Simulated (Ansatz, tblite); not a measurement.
**Cis-Sn(H2O)2Cl4 (Cl4H4O2Sn): a ladder of methods and basis sets**

How do method and basis change the picture of cis-Sn(H2O)2Cl4 (Cl4H4O2Sn) (singlet)?

Method: as each input shows; program: Ansatz 0.2.0, Gaussian basis.

Levels to be run: GFN1-xTB, GFN2-xTB, PBE-D4/def2-TZVP, r2SCAN-D4/def2-TZVP, HF/def2-TZVP, B97M-V/def2-TZVP, B3LYP-D4/def2-TZVP, PBE-D4/def2-SVP, PBE0-D4/def2-SVP, PBE0-D4/def2-TZVPD, PBE-D4/def2-TZVPD, HF/def2-TZVPD, CCSD(T)/def2-SVP, MP2/def2-TZVP, RPA/def2-TZVP.

5 further runs of the same task are left out: 2 that didn't finish, 3 set aside as unsound or not needed. Runs told in other sessions of the task aren't counted.

## Step 1: The geometry

The geometry is that of the singlet, from an earlier relaxation (PBE0-D4/def2-SVP).

11 atoms, charge 0, spin multiplicity 1.

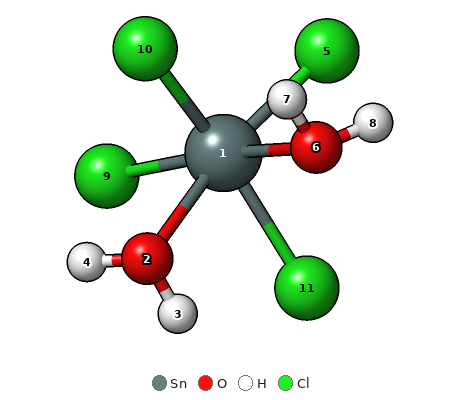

The structure; tin teal, oxygen red, hydrogen white, chlorine green; atoms are numbered from 1 in the order of the file.

Sn takes a core potential in the def2 sets. No spin-orbit coupling is included.

PBE0-D4/def2-TZVP was run before; its log isn't repeated, and its numbers join the tables.

## Step 2: GFN1-xTB

Tight binding, by tblite at 300 K electronic temperature and without a spin-polarisation term:

```python
tblite.interface.Calculator('GFN1-xTB', numbers, positions, charge=0, uhf=0).singlepoint()
```

Energy -848.5513 eV, HOMO -12.58 eV, LUMO -9.88 eV; 0.012 s.

## Step 3: GFN2-xTB

Tight binding, by tblite at 300 K electronic temperature and without a spin-polarisation term:

```python
tblite.interface.Calculator('GFN2-xTB', numbers, positions, charge=0, uhf=0).singlepoint()
```

Energy -832.5693 eV, HOMO -11.79 eV, LUMO -9.61 eV; 0.013 s.

## Step 4: PBE-D4/def2-TZVP

start.molden holds the orbitals of an earlier run on this state, given as this run's starting guess.

in.yaml reads:

```yaml
crystal:
  periodic: [false, false, false]
  atoms:
    - {symbol: Sn, position_ang: [-0.543817, -0.006185, -0.534643]}
    - {symbol: O, position_ang: [-0.355137, 0.027401, 1.792439]}
    - {symbol: H, position_ang: [-0.353680, -0.927884, 1.980139]}
    - {symbol: H, position_ang: [-1.205685, 0.363355, 2.115624]}
    - {symbol: Cl, position_ang: [-0.210515, -0.174097, -2.864369]}
    - {symbol: O, position_ang: [1.786419, -0.009957, -0.385045]}
    - {symbol: H, position_ang: [1.963290, 0.947286, -0.399270]}
    - {symbol: H, position_ang: [2.100141, -0.354120, -1.235819]}
    - {symbol: Cl, position_ang: [-2.869316, 0.137382, -0.161941]}
    - {symbol: Cl, position_ang: [-0.048313, 2.319780, -0.291454]}
    - {symbol: Cl, position_ang: [-0.263387, -2.322980, -0.015649]}
basis:
  gaussian: {orbitals: def2-TZVP, initial_orbitals: start.molden}
hamiltonian: {xc: pbe, dispersion: d4}
scf: {omitted_lower_state_checks: [starts]}
output: {forces: true, orbitals: {seedname: orbitals}}
```

The run is started by

```bash
ansatz run in.yaml --threads 4 --pin off --events-out ev --progress --plain --max-ram 4787MiB
```

Log (excerpt; [...] marks lines left out):

```text
Functional definition: PBE
  name "PBE"
  cite "Perdew, Burke & Ernzerhof, Phys. Rev. Lett. 77, 3865 (1996) doi:10.1103/PhysRevLett.77.3865"
  parent pbe
[...]
1890 factors; their error is unknown
[...]
mean field -60065.51666796 eV, -2207.3670236782 hartree, gradient 1.1e-5 eV, S^2 0.000000; 0 other end points of the search recorded, 0 dependent functions left out
[...]
reference -60065.51671708 eV, -2207.3670254832 hartree; 55, 55 occupied and 229, 229 virtual orbitals, 1890 factors
Total energy: -60065.97027710 eV, -2207.3836935065 hartree
Atom 0 at    -0.543817    -0.006185    -0.534643 Å, force    -0.115498    -0.001881    -0.113010 eV/Å
Atom 1 at    -0.355137     0.027401     1.792439 Å, force     0.380713     0.273152     0.050510 eV/Å
Atom 2 at    -0.353680    -0.927884     1.980139 Å, force     0.027022    -0.426418     0.044622 eV/Å
Atom 3 at    -1.205685     0.363355     2.115624 Å, force    -0.344654     0.198764     0.107006 eV/Å
Atom 4 at    -0.210515    -0.174097    -2.864369 Å, force    -0.020488    -0.015007    -0.135897 eV/Å
Atom 5 at     1.786419    -0.009957    -0.385045 Å, force     0.058944    -0.266420     0.383759 eV/Å
Atom 6 at     1.963290     0.947286    -0.399270 Å, force     0.039838     0.426004     0.019699 eV/Å
Atom 7 at     2.100141    -0.354120    -1.235819 Å, force     0.104033    -0.201614    -0.343893 eV/Å
Atom 8 at    -2.869316     0.137382    -0.161941 Å, force    -0.136511     0.013339    -0.018916 eV/Å
Atom 9 at    -0.048313     2.319780    -0.291454 Å, force    -0.017778     0.144303     0.022920 eV/Å
Atom 10 at    -0.263387    -2.322980    -0.015649 Å, force     0.024377    -0.144222    -0.016800 eV/Å
Dipole moment:     0.600126     0.006875     0.588713 e Å
Checks for a lower state left out: starts
```

It took 3.8 s on 4 threads of AMD EPYC 7B13, shared host; peak memory 0.56 GiB.

Report: HOMO -7.36 eV, LUMO -3.68 eV.

## Step 5: r2SCAN-D4/def2-TZVP

Edit in.yaml of step 4 so:

```diff
@@ -16,4 +16,4 @@
   gaussian: {orbitals: def2-TZVP, initial_orbitals: start.molden}
-hamiltonian: {xc: pbe, dispersion: d4}
+hamiltonian: {xc: r2scan, dispersion: d4}
 scf: {omitted_lower_state_checks: [starts]}
-output: {forces: true, orbitals: {seedname: orbitals}}
+output: {orbitals: {seedname: orbitals}}
```

The command is unchanged.

Log:

```text
Functional definition: r2SCAN
  name "r2SCAN"
  cite "Furness, Kaplan, Ning, Perdew & Sun, J. Phys. Chem. Lett. 11, 8208 (2020) doi:10.1021/acs.jpclett.0c02405"
  cite "Furness, Kaplan, Ning, Perdew & Sun, J. Phys. Chem. Lett. 11, 9248 (2020) doi:10.1021/acs.jpclett.0c03077"
  parent r2scan
  parameter k0 = 0.174
  parameter k1 = 0.065
  parameter a1 = 4.9479
  exchange = r2scan_x(k0 = k0, k1 = k1, a1 = a1)
  correlation = r2scan_c
these checks for a lower state are left out or cut short: starts
1890 factors; their error is unknown
mean field evaluation 1: about -60087.5748 eV, gradient 1.3e1 eV
mean field evaluation 2: about -60087.6308 eV, gradient 1.1e-1 eV
mean field evaluation 4: about -60087.6085 eV, gradient 3.3e-4 eV
mean field -60087.60853650 eV, -2208.1788848726 hartree, gradient 2.1e-5 eV, S^2 0.000000; 0 other end points of the search recorded, 0 dependent functions left out
reference -60087.60854984 eV, -2208.1788853627 hartree; 55, 55 occupied and 229, 229 virtual orbitals, 1890 factors
Total energy: -60087.72060573 eV, -2208.1830033406 hartree
Checks for a lower state left out: starts
```

Run time: 6.5 s. Hardware: 4 threads of AMD EPYC 7B13, shared host; peak memory 0.6 GiB.

From the report: HOMO -7.74 eV, LUMO -3.56 eV.

## Step 6: HF/def2-TZVP

Edit in.yaml of step 5 so:

```diff
@@ -16,3 +16,3 @@
   gaussian: {orbitals: def2-TZVP, initial_orbitals: start.molden}
-hamiltonian: {xc: r2scan, dispersion: d4}
+hamiltonian: {xc: hf}
 scf: {omitted_lower_state_checks: [starts]}
```

Launched as before.

Log:

```text
Functional definition: HF
  name "HF"
  cite "Fock, Z. Phys. 61, 126 (1930) doi:10.1007/BF01340294"
  parent pbe
  exchange = exact_x
  correlation = 0
these checks for a lower state are left out or cut short: starts
2356 factors; their error is unknown
mean field evaluation 1: about -59963.8776 eV, gradient 5.1e1 eV
mean field evaluation 2: about -59965.2953 eV, gradient 1.8e0 eV
mean field evaluation 4: about -59966.2406 eV, gradient 8.6e-1 eV
mean field -59966.24105241 eV, -2203.7187120981 hartree, gradient 1.1e-5 eV, S^2 0.000000; 0 other end points of the search recorded, 0 dependent functions left out
reference -59966.24105241 eV, -2203.7187120981 hartree; 55, 55 occupied and 229, 229 virtual orbitals, 2356 factors
Total energy: -59966.24105241 eV, -2203.7187120981 hartree
Checks for a lower state left out: starts
```

It took 7 s on 4 threads of AMD EPYC 7B13, shared host; peak memory 1.5 GiB.

HOMO -12.16 eV, LUMO 0.96 eV.

## Step 7: B97M-V/def2-TZVP

Edit in.yaml of step 6 so:

```diff
@@ -16,3 +16,3 @@
   gaussian: {orbitals: def2-TZVP, initial_orbitals: start.molden}
-hamiltonian: {xc: hf}
+hamiltonian: {xc: {name: B97M-V}}
 scf: {omitted_lower_state_checks: [starts]}
```

Launched as before.

Log (excerpt; [...] marks lines left out):

```text
Functional definition: B97M-V
  name "B97M-V"
  cite "Mardirossian & Head-Gordon, J. Chem. Phys. 142, 074111 (2015) doi:10.1063/1.4907719"
  cite "Becke, J. Chem. Phys. 107, 8554 (1997) doi:10.1063/1.475007"
  cite "Vydrov & Van Voorhis, J. Chem. Phys. 133, 244103 (2010) doi:10.1063/1.3521275"
  # Of w^i u^j: cxij and so on, Table III.
[...]
  gx(w, u) = cx00 + cx01*u + cx02*u^2 + (cx10 + cx11*u)*w
  gss(w, u) = css00 + css02*u^2 + css10*w + (css32*w^3 + css42*w^4)*u^2
  gos(w, u) = cos00 + cos01*u + cos03*u^3 + cos10*w + cos32*w^3*u^2
[...]
      + integral(e_c_pw_mod_opposite_spin*gos(b97_w_opposite, b97_u_opposite)) + vv10(b, c)
[...]
1890 factors; their error is unknown
[...]
mean field -60076.53297092 eV, -2207.7718653445 hartree, gradient 2.0e-5 eV, S^2 0.000000; 0 other end points of the search recorded, 0 dependent functions left out
reference -60076.53304007 eV, -2207.7718678860 hartree; 55, 55 occupied and 229, 229 virtual orbitals, 1890 factors
Total energy: -60076.53304007 eV, -2207.7718678860 hartree
Checks for a lower state left out: starts
```

It took 11 s on 4 threads of AMD EPYC 7B13, shared host; peak memory 0.7 GiB.

Report: HOMO -7.82 eV, LUMO -3.43 eV.

## Step 8: B3LYP-D4/def2-TZVP

Edit in.yaml of step 7 so:

```diff
@@ -16,3 +16,3 @@
   gaussian: {orbitals: def2-TZVP, initial_orbitals: start.molden}
-hamiltonian: {xc: {name: B97M-V}}
+hamiltonian: {xc: {name: B3LYP}, dispersion: d4}
 scf: {omitted_lower_state_checks: [starts]}
```

Same command.

Log (excerpt; [...] marks lines left out):

```text
Functional definition: B3LYP
  name "B3LYP"
  cite "Stephens, Devlin, Chabalowski & Frisch, J. Phys. Chem. 98, 11623 (1994) doi:10.1021/j100096a001"
  cite "Becke, Phys. Rev. A 38, 3098 (1988) doi:10.1103/PhysRevA.38.3098"
  cite "Lee, Yang & Parr, Phys. Rev. B 37, 785 (1988) doi:10.1103/PhysRevB.37.785"
  cite "Vosko, Wilk & Nusair, Can. J. Phys. 58, 1200 (1980) doi:10.1139/p80-159"
[...]
1962 factors; their error is unknown
[...]
mean field -60093.83962444 eV, -2208.4078731309 hartree, gradient 1.2e-5 eV, S^2 0.000000; 0 other end points of the search recorded, 0 dependent functions left out
reference -60093.83994006 eV, -2208.4078847295 hartree; 55, 55 occupied and 229, 229 virtual orbitals, 1962 factors
Total energy: -60094.57726633 eV, -2208.4349809701 hartree
Checks for a lower state left out: starts
```

Wall time 8.5 s (4 threads of AMD EPYC 7B13, shared host); peak memory 1.4 GiB.

From the report: HOMO -8.50 eV, LUMO -3.15 eV.

## Step 9: PBE-D4/def2-SVP

Edit in.yaml of step 8 so:

```diff
@@ -15,4 +15,4 @@
 basis:
-  gaussian: {orbitals: def2-TZVP, initial_orbitals: start.molden}
-hamiltonian: {xc: {name: B3LYP}, dispersion: d4}
+  gaussian: {orbitals: def2-SVP, initial_orbitals: start.molden}
+hamiltonian: {xc: pbe, dispersion: d4}
 scf: {omitted_lower_state_checks: [starts]}
```

The command is unchanged.

Log:

```text
Functional definition: PBE
  name "PBE"
  cite "Perdew, Burke & Ernzerhof, Phys. Rev. Lett. 77, 3865 (1996) doi:10.1103/PhysRevLett.77.3865"
  parent pbe
  parameter kappa = 0.804
  parameter beta = 0.06672455060314922
  exchange = pbe_x(kappa = kappa, mu = beta*pi^2/3)
  correlation = pbe_c(beta = beta)
these checks for a lower state are left out or cut short: starts
1589 factors; their error is unknown
mean field evaluation 1: about -60042.2561 eV, gradient 2.0e1 eV
mean field evaluation 2: about -60042.7228 eV, gradient 4.9e-1 eV
mean field evaluation 4: about -60042.6664 eV, gradient 7.1e-2 eV
mean field -60042.66639420 eV, -2206.5272916058 hartree, gradient 1.8e-5 eV, S^2 0.000000; 0 other end points of the search recorded, 0 dependent functions left out
reference -60042.66643296 eV, -2206.5272930303 hartree; 55, 55 occupied and 91, 91 virtual orbitals, 1589 factors
Total energy: -60043.11999298 eV, -2206.5439610536 hartree
Checks for a lower state left out: starts
```

Wall time 1.4 s (4 threads of AMD EPYC 7B13, shared host).

HOMO -7.03 eV, LUMO -3.41 eV.

## Step 10: PBE0-D4/def2-SVP

Edit in.yaml of step 9 so:

```diff
@@ -16,3 +16,3 @@
   gaussian: {orbitals: def2-SVP, initial_orbitals: start.molden}
-hamiltonian: {xc: pbe, dispersion: d4}
+hamiltonian: {xc: pbe0, dispersion: d4}
 scf: {omitted_lower_state_checks: [starts]}
```

Same command.

Log:

```text
Functional definition: PBE0
  name "PBE0"
  cite "Adamo & Barone, J. Chem. Phys. 110, 6158 (1999) doi:10.1063/1.478522"
  cite "Perdew, Burke & Ernzerhof, Phys. Rev. Lett. 77, 3865 (1996) doi:10.1103/PhysRevLett.77.3865"
  parent pbe
  parameter a = 0.25
  parameter kappa = 0.804
  parameter beta = 0.06672455060314922
  exchange = (1 - a)*pbe_x(kappa = kappa, mu = beta*pi^2/3) + a*exact_x
  correlation = pbe_c(beta = beta)
these checks for a lower state are left out or cut short: starts
1444 factors; integrals over basis functions are off by at most 1.4e-3 eV
mean field evaluation 1: about -60046.6835 eV, gradient 1.8e1 eV
mean field evaluation 2: about -60046.9842 eV, gradient 3.1e-1 eV
mean field evaluation 4: about -60047.2323 eV, gradient 1.6e-3 eV
mean field -60047.23234335 eV, -2206.6950871421 hartree, gradient 4.1e-5 eV, S^2 0.000000; 0 other end points of the search recorded, 0 dependent functions left out
reference -60047.23237134 eV, -2206.6950881707 hartree; 55, 55 occupied and 91, 91 virtual orbitals, 1444 factors
Total energy: -60047.62747900 eV, -2206.7096081095 hartree
Checks for a lower state left out: starts
```

Wall time 2.5 s (4 threads of AMD EPYC 7B13, shared host).

Report: HOMO -8.56 eV, LUMO -2.66 eV.

[end of part 1 of 2]
